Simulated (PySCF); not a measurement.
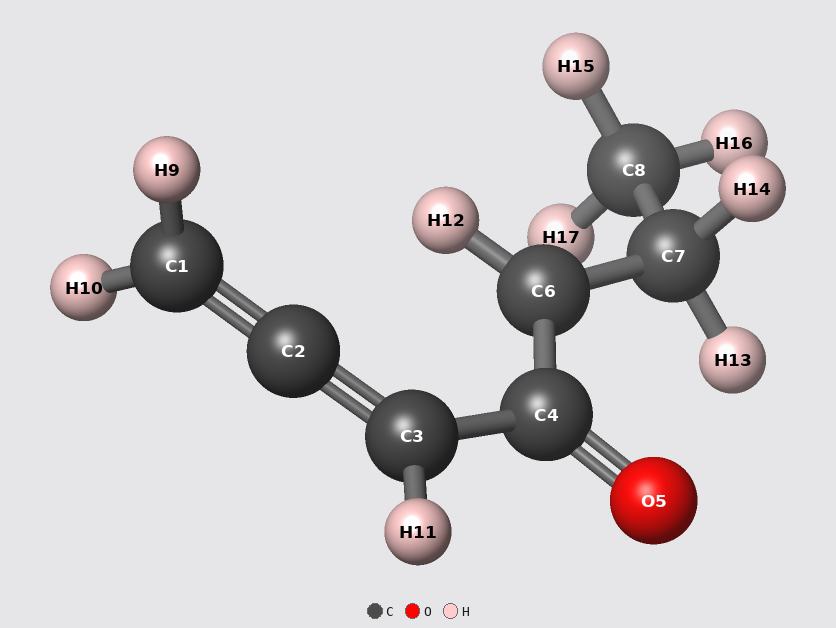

Charge 0, doublet. The geometry was computed by an optimisation with GFN2-xTB. No frequency run is at hand to confirm it as a minimum. Method: UKS B3LYP, pcH-1 on C H O, non-relativistic (PySCF 2.14.0). Fermi-contact and spin-dipolar terms alone, no spin-orbit part.

Which nucleus has the largest dipolar (anisotropic) hyperfine coupling?

13C at C6: principal values −64.0, −63.1, 127.2 MHz.

List the isotropic and dipolar parts for the most strongly coupled nuclei, one of each equivalent set.

```json
{"atom": "C6", "isotope": "13C", "a_iso (MHz)": "64.4", "dipolar part (MHz)": "−64.0, −63.1, 127.2"}
{"atom": "O5", "isotope": "17O", "a_iso (MHz)": "−17.4", "dipolar part (MHz)": "−81.3, 40.3, 40.9"}
{"atom": "H12", "isotope": "1H", "a_iso (MHz)": "−51.2", "dipolar part (MHz)": "−30.5, −1.4, 31.8"}
{"atom": "C4", "isotope": "13C", "a_iso (MHz)": "−36.5", "dipolar part (MHz)": "−8.5, 1.4, 7.1"}
{"atom": "H14", "isotope": "1H", "a_iso (MHz)": "131.4", "dipolar part (MHz)": "−4.9, −2.7, 7.6"}
{"atom": "H13", "isotope": "1H", "a_iso (MHz)": "43.5", "dipolar part (MHz)": "−5.0, −1.9, 6.9"}
{"atom": "H17", "isotope": "1H", "a_iso (MHz)": "−1.2", "dipolar part (MHz)": "−3.0, −2.1, 5.1"}
{"atom": "H15", "isotope": "1H", "a_iso (MHz)": "−0.7", "dipolar part (MHz)": "−2.4, −2.3, 4.7"}
```
